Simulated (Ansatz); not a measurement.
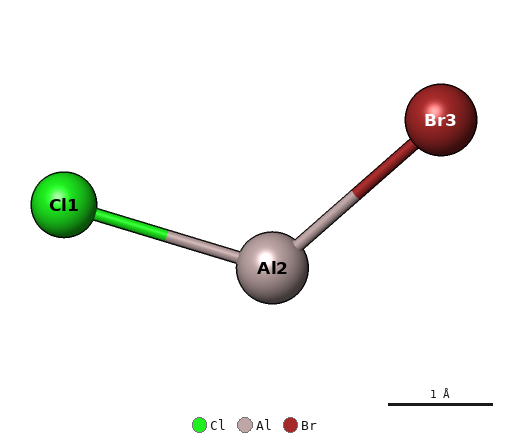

The picture comes from a calculation with Ansatz.

Atoms carry their numbers in the input. State: neutral, doublet. Geometry: moved along internal coordinates away from the minimum.

Which atoms are bonded, and how long are the bonds?

| bond | length (Å) |
| --- | --- |
| Cl1–Al2 | 2.102 |
| Al2–Br3 | 2.315 |
